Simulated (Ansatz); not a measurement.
# B3LYP/STO-3G run of GeH4 (germane)

Aim: the vertical singlet–triplet gap of GeH4 (germane) at B3LYP/STO-3G, from 2 runs. 

The calculation is run with Ansatz 0.2.0.

32 further runs of the same task are left out: 3 that didn't finish, 29 set aside as unsound or not needed.

## (1) The structure to begin with

GeH4 has 5 atoms, charge 0, and is taken as a singlet. SMILES: `[GeH4]`. The coordinates come from a PBE0-D4/def2-TZVP relaxation.

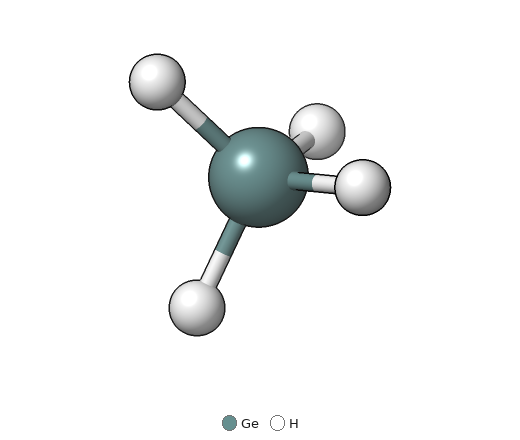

Viewed from a chosen angle; germanium teal, hydrogen white.

## (2) The energy at B3LYP/STO-3G

The input, run.yaml:

```yaml
crystal:
  periodic: [false, false, false]
  atoms:
    - {symbol: Ge, position_ang: [0.000100, 0.000100, -0.000000]}
    - {symbol: H, position_ang: [1.148100, -0.756300, 0.680600]}
    - {symbol: H, position_ang: [-1.238800, -0.030000, 0.904200]}
    - {symbol: H, position_ang: [-0.329200, -0.669100, -1.340600]}
    - {symbol: H, position_ang: [0.419800, 1.455400, -0.244100]}
basis:
  gaussian: {orbitals: STO-3G}
hamiltonian: {xc: {name: B3LYP}}
accuracy: high
```

The run is started by

```
$ ansatz run run.yaml --threads 1 --pin off --max-ram 2610MiB --events-out events.jsonl --progress --plain --runs-dir runs
```

Log:

```text
Warning: RAYON_NUM_THREADS=1 ignored (pool sized by the plan → 1); use --threads N
Functional definition: B3LYP
  name "B3LYP"
  parameter a0 = 0.2
  parameter ax = 0.72
  parameter ac = 0.81
  exchange = (1 - a0 - ax)*slater_x + ax*b88_x + a0*exact_x
  correlation = (1 - ac)*vwn_rpa_c + ac*lyp_c
288 factors; integrals over basis functions are off by at most 3.8e-9 eV
mean field evaluation 1: about -55929.9522 eV, gradient 2.3e1 eV
mean field evaluation 2: about -55930.8418 eV, gradient 1.3e1 eV
mean field evaluation 4: about -55931.4902 eV, gradient 1.3e-1 eV
mean field evaluation 8: about -55931.4565 eV, gradient 1.2e-4 eV
mean field -55931.45651435 eV, -2055.4431151994 hartree, gradient 5.6e-9 eV, S^2 0.000000; 0 other end points of the search recorded, 0 dependent functions left out
reference -55931.45653860 eV, -2055.4431160906 hartree; 18, 18 occupied and 4, 4 virtual orbitals, 288 factors
Total energy: -55931.45653860 eV, -2055.4431160906 hartree
```

Run time: 1 s. Hardware: 1 thread of Arm Neoverse V1, shared host.

## (3) The triplet at the same level

The input, input.yaml:

```yaml
crystal:
  periodic: [false, false, false]
  atoms:
    - {symbol: Ge, position_ang: [0.000100, 0.000100, -0.000000]}
    - {symbol: H, position_ang: [1.148100, -0.756300, 0.680600]}
    - {symbol: H, position_ang: [-1.238800, -0.030000, 0.904200]}
    - {symbol: H, position_ang: [-0.329200, -0.669100, -1.340600]}
    - {symbol: H, position_ang: [0.419800, 1.455400, -0.244100]}
basis:
  gaussian: {orbitals: STO-3G}
magnetization: {spin_polarized: true, initial_magnetization: 2}
hamiltonian: {xc: {name: B3LYP}}
accuracy: high
```

The run is started by

```
$ ansatz run input.yaml --threads 1 --pin off --max-ram 2610MiB --events-out events.jsonl --progress --plain --runs-dir runs
```

Log (excerpt; [...] marks lines left out):

```text
Warning: RAYON_NUM_THREADS=1 ignored (pool sized by the plan → 1); use --threads N
[... 7 set-up lines as earlier in the session ...]
288 factors; integrals over basis functions are off by at most 3.8e-9 eV
mean field evaluation 1: about -55902.4189 eV, gradient 5.1e1 eV
mean field evaluation 2: about -55909.6241 eV, gradient 2.9e1 eV
mean field evaluation 4: about -55918.8870 eV, gradient 4.9e0 eV
mean field evaluation 8: about -55919.4282 eV, gradient 1.4e0 eV
mean field evaluation 16: about -55919.7415 eV, gradient 1.5e-3 eV
mean field evaluation 32: about -55919.5385 eV, gradient 1.6e0 eV
mean field -55919.74152222 eV, -2055.0125971795 hartree, gradient 3.1e-8 eV, S^2 2.001106; 6 other end points of the search recorded, 0 dependent functions left out
reference -55919.74154754 eV, -2055.0125981099 hartree; 19, 17 occupied and 3, 5 virtual orbitals, 288 factors
Total energy: -55919.74154754 eV, -2055.0125981099 hartree
```

It took 2.5 s on 1 thread of Arm Neoverse V1, shared host; peak memory 0.12 GiB.

## (4) Results

Level: B3LYP/STO-3G.

```
                                        quantity           value
                           singlet: total energy  -2055.44312 Eh
                           triplet: total energy  -2055.01260 Eh
                                   triplet: ⟨S²⟩           2.001
vertical energy of the triplet above the singlet       11.715 eV
```

At this shape the triplet lies 11.71 eV (1130 kJ/mol) above the singlet. In a minimal basis such a difference can be off by several eV, whatever the method.
